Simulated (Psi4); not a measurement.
**Geometry relaxation of SiSe (part 1 of 2)**

The run: geometry relaxation of SiSe. Method and program: PBE/def2-SVP, RKS, dispersion D4 (Psi4 1.11).

The geometry comes from this level: PBE0-D4/def2-TZVP.

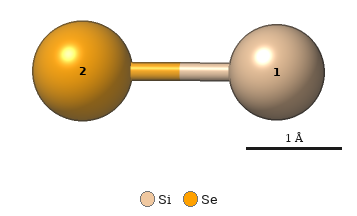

Figure 1. The structure as given in the input (ball-and-stick view, seen at a tilt; atoms are numbered from 1 in the order of the input).

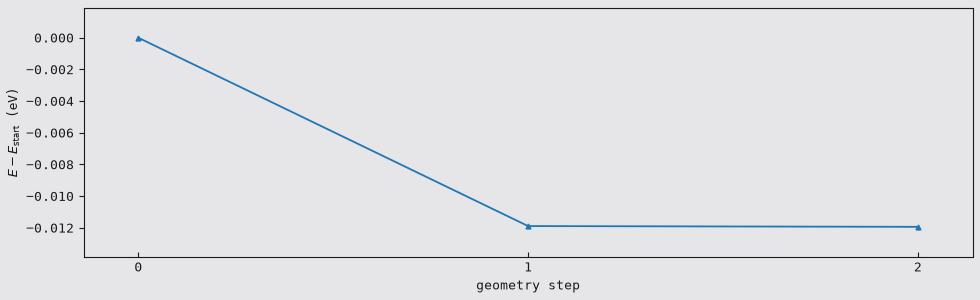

Figure 2. Progress of the relaxation, step by step (steps are counted from 0).

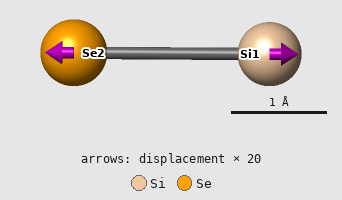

Figure 3. The starting structure with the displacements as pink arrows, magnified 20 times (ball-and-stick view, seen at a tilt). The two geometries are laid on each other by the best rigid fit. The energy falls by 0.012 eV in 2 geometry steps. Largest force component: 0.8 eV/Å at the start, 0.0039 eV/Å at the end. The largest moves after the best rigid fit, 0.015 Å, are those of Si1 and Se2. By element the largest moves are Si 0.015 Å, Se 0.015 Å. Among the contacts that change: Si1–Se2 2.062 → 2.092 Å. (Atoms are counted from 1 in the order of the input.)

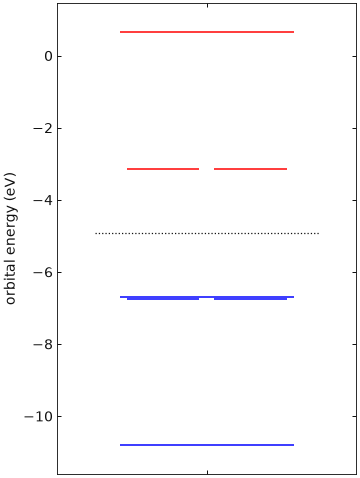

Figure 4. Orbital energies near the frontier; the dotted line parts filled from empty levels, and levels within 0.02 eV of each other stand side by side. Highest filled −6.69 eV, lowest empty −3.16 eV, 3.53 eV apart.

The input and output of the run follow.

### Input file (calc.dat)
```
memory 1600 mb

molecule {
  Si
  Se 1 R2

  R2 = 2.06165
  symmetry c1
}

set globals {
  geom_maxiter 60
}

result = optimize("pbe-d4/def2-SVP")
```

Launch command:
```bash
psi4 -n 1 calc.dat calc.out
```

### What the program printed
```
Psi4 1.11 release

gradient() will perform analytic gradient computation.

   => Loading Basis Set <=

    Name: DEF2-SVP
    Role: ORBITAL
    Keyword: BASIS

   => PBE-D4(BJ,EEQ)ATM: Empirical Dispersion <=

        a1 =       0.385750
        a2 =       4.806885
       alp =      16.000000
        s6 =       1.000000
        s8 =       0.959481
        s9 =       1.000000
        ga =       3.000000
        gc =       2.000000
        wf =       6.000000

         ---------------------------------------------------------
                                   SCF
                              RKS Reference
                        1 Threads,   1525 MiB Core
         ---------------------------------------------------------

  ==> Geometry <==

    Molecular point group: c1
    Full point group: C_inf_v

    Geometry (in Angstrom), charge = 0, multiplicity = 1:

       Center              X                  Y                   Z               Mass
    ------------   -----------------  -----------------  -----------------  -----------------
         SI           0.000000000000     0.000000000000    -1.527061185939    27.976926534650
         SE           0.000000000000     0.000000000000     0.534588814061    79.916521800000

  Running in c1 symmetry.

  Rotational constants: A = ************  B =      0.19139  C =      0.19139 [cm^-1]
  Rotational constants: A = ************  B =   5737.80547  C =   5737.80547 [MHz]
  Nuclear repulsion =  122.178038114578129

  Charge       = 0
  Multiplicity = 1
  Electrons    = 48
  Nalpha       = 24
  Nbeta        = 24

  ==> Algorithm <==

  SCF Algorithm Type is DF.
  DIIS enabled.
  MOM disabled.
  Fractional occupation disabled.
  Guess Type is SAD.
  Energy threshold   = 1.00e-08
  Density threshold  = 1.00e-08
  Integral threshold = 1.00e-12

  ==> Primary Basis <==

  Basis Set: DEF2-SVP
    Blend: DEF2-SVP
    Number of shells: 20
    Number of basis functions: 50
    Number of Cartesian functions: 54
    Spherical Harmonics?: true
    Max angular momentum: 2

  ==> DFT Potential <==

   => LibXC <=

    Version 7.1.2

   => Composite Functional: PBE-D4BJEEQATM <=

    PBE GGA Exchange-Correlation Functional

    Deriv               =              1
    GGA                 =           TRUE
    Meta                =          FALSE

    Exchange Hybrid     =          FALSE
    MP2 Hybrid          =          FALSE

   => Exchange Functionals <=

    1.0000     XC_GGA_X_PBE

   => Correlation Functionals <=

    1.0000     XC_GGA_C_PBE

   => LibXC Density Thresholds  <==

    XC_GGA_C_PBE:  1.00E-12
    XC_GGA_X_PBE:  1.00E-15

   => Molecular Quadrature <=

    Radial Scheme          =       TREUTLER
    Pruning Scheme         =           NONE
    Nuclear Scheme         =       TREUTLER

    Blocking Scheme        =         OCTREE
    BS radius alpha        =              1
    Pruning alpha          =              1
    Radial Points          =             75
    Spherical Points       =            302
    Total Points           =          41236
    Total Blocks           =            380
    Max Points             =            256
    Max Functions          =             49
    Weights Tolerance      =       1.00E-15

   => Loading Basis Set <=

    Name: (DEF2-SVP AUX)
    Role: JKFIT
    Keyword: DF_BASIS_SCF

  ==> Integral Setup <==

  DFHelper Memory: AOs need 0.009 GiB; user supplied 1.070 GiB.
  SCF_SUBTYPE=INCORE selected. In-core MEM_DF algorithm will be used.
  Using in-core AOs.

  ==> MemDFJK: Density-Fitted J/K Matrices <==

    J tasked:                   Yes
    K tasked:                    No
    wK tasked:                   No
    Memory [MiB]:              1095
    Algorithm:                 Core
    Schwarz Cutoff:           1E-12
    Mask sparsity (%):       0.8000
    Fitting Condition:        1E-10

   => Auxiliary Basis Set <=

  Basis Set: (DEF2-SVP AUX)
    Blend: DEF2-UNIVERSAL-JKFIT
    Number of shells: 98
    Number of basis functions: 394
    Number of Cartesian functions: 526
    Spherical Harmonics?: true
    Max angular momentum: 5

  Cached 100.0% of DFT collocation blocks in 0.048 [GiB].

  Minimum eigenvalue in the overlap matrix is 1.5136943504E-02.
  Reciprocal condition number of the overlap matrix is 4.5717619664E-03.
    Using symmetric orthogonalization.

  ==> Pre-Iterations <==

  SCF Guess: Superposition of Atomic Densities via on-the-fly atomic UHF (no occupation information).

   -------------------------
    Irrep   Nso     Nmo
   -------------------------
     A         50      50
   -------------------------
    Total      50      50
   -------------------------

  ==> Iterations <==

                           Total Energy        Delta E     RMS |[F,P]|

   @DF-RKS iter SAD: -2687.64802345126600   -2.68765e+03   0.00000e+00
   @DF-RKS iter   1: -2689.23457004321563   -1.58655e+00   4.13941e-02 ADIIS/DIIS
   @DF-RKS iter   2: -2686.34416264190986    2.89041e+00   6.54745e-02 ADIIS/DIIS
   @DF-RKS iter   3: -2689.98911447284399   -3.64495e+00   1.32742e-02 ADIIS/DIIS
   @DF-RKS iter   4: -2689.34387509559929    6.45239e-01   1.88121e-02 ADIIS/DIIS
   @DF-RKS iter   5: -2690.13931014663467   -7.95435e-01   3.71337e-03 ADIIS/DIIS
   @DF-RKS iter   6: -2690.16831288562616   -2.90027e-02   8.49062e-04 ADIIS/DIIS
   @DF-RKS iter   7: -2690.16963634340163   -1.32346e-03   3.33893e-04 ADIIS/DIIS
   @DF-RKS iter   8: -2690.16986242298844   -2.26080e-04   4.87738e-05 DIIS
   @DF-RKS iter   9: -2690.16986768258630   -5.25960e-06   3.93040e-06 DIIS
   @DF-RKS iter  10: -2690.16986770191670   -1.93304e-08   9.43316e-07 DIIS
   @DF-RKS iter  11: -2690.16986770367157   -1.75487e-09   6.87570e-08 DIIS
   @DF-RKS iter  12: -2690.16986770367794   -6.36646e-12   2.84015e-09 DIIS
  Energy and wave function converged.

  ==> Post-Iterations <==

   Electrons on quadrature grid:
      Ntotal   =   47.9999958130 ; deviation = -4.187e-06

    Orbital Energies [Eh]
    ---------------------

    Doubly Occupied:

       1A   -452.033257     2A    -65.437917     3A    -57.379076
       4A    -51.542286     5A    -51.542286     6A    -51.541740
       7A     -7.537403     8A     -5.526924     9A     -5.526924
      10A     -5.526598    11A     -5.092870    12A     -3.509168
      13A     -3.509168    14A     -3.503374    15A     -1.966352
      16A     -1.965493    17A     -1.965493    18A     -1.965423
      19A     -1.965406    20A     -0.633707    21A     -0.396270
      22A     -0.250327    23A     -0.250327    24A     -0.245119

    Virtual:

      25A     -0.113525    26A     -0.113525    27A      0.029668
      28A      0.116643    29A      0.274024    30A      0.288977
      31A      0.288977    32A      0.298587    33A      0.361717
      34A      0.361717    35A      0.383343    36A      0.383343
      37A      0.479502    38A      0.479503    39A      0.498107
      40A      0.498107    41A      0.504765    42A      0.687466
      43A      0.697640    44A      0.697640    45A      1.006771
      46A      2.957218    47A      2.957267    48A      3.029985
      49A      3.029985    50A      3.192916

    Final Occupation by Irrep:
              A
    DOCC [    24 ]
    NA   [    24 ]
    NB   [    24 ]

  @DF-RKS Final Energy: -2690.16986770367794

   => Energetics <=

    Nuclear Repulsion Energy =            122.1780381145781291
    One-Electron Energy =               -3987.7766342373806765
    Two-Electron Energy =                1282.9296924526115617
    DFT Exchange-Correlation Energy =    -107.4991858493745980
    Empirical Dispersion Energy =          -0.0017781841124714
    VV10 Nonlocal Energy =                  0.0000000000000000
    Total Energy =                      -2690.1698677036779372

Computation Completed

Properties will be evaluated at   0.000000,   0.000000,   0.000000 [a0]

Properties computed using the SCF density matrix

 Multipole Moments:

 ------------------------------------------------------------------------------------
     Multipole            Electronic (a.u.)      Nuclear  (a.u.)        Total (a.u.)
 ------------------------------------------------------------------------------------

 L = 1.  Multiply by 2.5417464519 to convert [e a0] to [Debye]
 Dipole X            :         -0.0000000            0.0000000           -0.0000000
 Dipole Y            :         -0.0000000            0.0000000           -0.0000000
 Dipole Z            :          5.6897832           -6.0524846           -0.3627014
 Magnitude           :                                                    0.3627014

 ------------------------------------------------------------------------------------

	total time  =          4 seconds =       0.07 minutes

         ------------------------------------------------------------
                                   SCF GRAD
         ------------------------------------------------------------

  ==> Geometry <==

    Molecular point group: c1
    Full point group: C_inf_v

    Geometry (in Angstrom), charge = 0, multiplicity = 1:

       Center              X                  Y                   Z               Mass
    ------------   -----------------  -----------------  -----------------  -----------------
         SI           0.000000000000     0.000000000000    -1.527061185939    27.976926534650
         SE           0.000000000000     0.000000000000     0.534588814061    79.916521800000

  Nuclear repulsion =  122.178038114578129

  ==> Basis Set <==

  Basis Set: DEF2-SVP
    Blend: DEF2-SVP
    Number of shells: 20
    Number of basis functions: 50
    Number of Cartesian functions: 54
    Spherical Harmonics?: true
    Max angular momentum: 2

  ==> DFJKGrad: Density-Fitted SCF Gradients <==

    Gradient:                    1
    J tasked:                  Yes
    K tasked:                   No
    wK tasked:                  No
    Integrals threads:           1
    Memory [MiB]:             1144
    Schwarz Cutoff:          1E-12
    Fitting Condition:       1E-10

   => Auxiliary Basis Set <=

  Basis Set: (DEF2-SVP AUX)
    Blend: DEF2-UNIVERSAL-JKFIT
    Number of shells: 98
    Number of basis functions: 394
    Number of Cartesian functions: 526
    Spherical Harmonics?: true
    Max angular momentum: 5

   => Molecular Quadrature <=

    Radial Scheme          =       TREUTLER
    Pruning Scheme         =           NONE
    Nuclear Scheme         =       TREUTLER

    Blocking Scheme        =         OCTREE
    BS radius alpha        =              1
    Pruning alpha          =              1
    Radial Points          =             75
    Spherical Points       =            302
    Total Points           =          41236
    Total Blocks           =            380
    Max Points             =            256
    Max Functions          =             49
    Weights Tolerance      =       1.00E-15

  -Total Gradient:
     Atom            X                  Y                   Z
    ------   -----------------  -----------------  -----------------
       1       -0.000000000001    -0.000000000001     0.015467885012
       2        0.000000000003     0.000000000001    -0.015414480691

	total time  =          0 seconds =       0.00 minutes

    			-----------------------------------------

    			 OPTKING 3.0: for geometry optimizations

    			        with contributions from

    			-----------------------------------------

	                            ===> Fragment 1 <==

	 Z (Atomic Numbers)          Masses                          Geom
	      14.000000            27.976927          0.00000000  0.00000000 -2.88572742
	      34.000000            79.916522          0.00000000  0.00000000  1.01022645

	 - Coordinate -           - BOHR/RAD -       - ANG/DEG -
	 R(1,2)           =         3.895954           2.061650

	        --- Internal Coordinate Step in ANG or DEG, aJ/ANG or AJ/DEG ---
	-------------------------------------------------------------------------------
	           Coordinate      Previous         Force          Change          New
	           ----------      --------        ------          ------        ------
	               R(1,2)       2.06165        0.12722        0.02870       2.09035
	-------------------------------------------------------------------------------

	                                 ==> Convergence Check <==

	Measures of convergence in internal coordinates in au.

	Criteria marked as inactive (o), active & met (*), and active & unmet ( ).

	----------------------------------------------------------------------------------------------~
	   Step    Total Energy     Delta E     Max Force     RMS Force      Max Disp      RMS Disp   ~
	----------------------------------------------------------------------------------------------~
	  Convergence Criteria     1.00e-06 *    3.00e-04 *             o    1.20e-03 *             o~
	----------------------------------------------------------------------------------------------~
	     1   -2690.16986770   -2.69e+03      1.54e-02      1.54e-02 o    5.42e-02      5.42e-02 o  ~
	----------------------------------------------------------------------------------------------

Next Geometry in Ang
	Fragment 1 (Ang)

	   Si   0.0000000000   0.0000000000  -1.5414101041
	   Se   0.0000000000   0.0000000000   0.5489377322

    Structure for next step:
    Molecular point group: c1
    Full point group: C_inf_v

    Geometry (in Angstrom), charge = 0, multiplicity = 1:

    SI
    SE            1          R2

    R2        =    2.0903478363

gradient() will perform analytic gradient computation.

  ==> Geometry <==

    Molecular point group: c1
    Full point group: C_inf_v

    Geometry (in Angstrom), charge = 0, multiplicity = 1:

       Center              X                  Y                   Z               Mass
    ------------   -----------------  -----------------  -----------------  -----------------
         SI           0.000000000000     0.000000000000    -1.548317631924    27.976926534650
         SE           0.000000000000     0.000000000000     0.542030204331    79.916521800000

  Running in c1 symmetry.

  Rotational constants: A = ************  B =      0.18617  C =      0.18617 [cm^-1]
  Rotational constants: A = ************  B =   5581.34127  C =   5581.34127 [MHz]
  Nuclear repulsion =  120.500687928678360
```
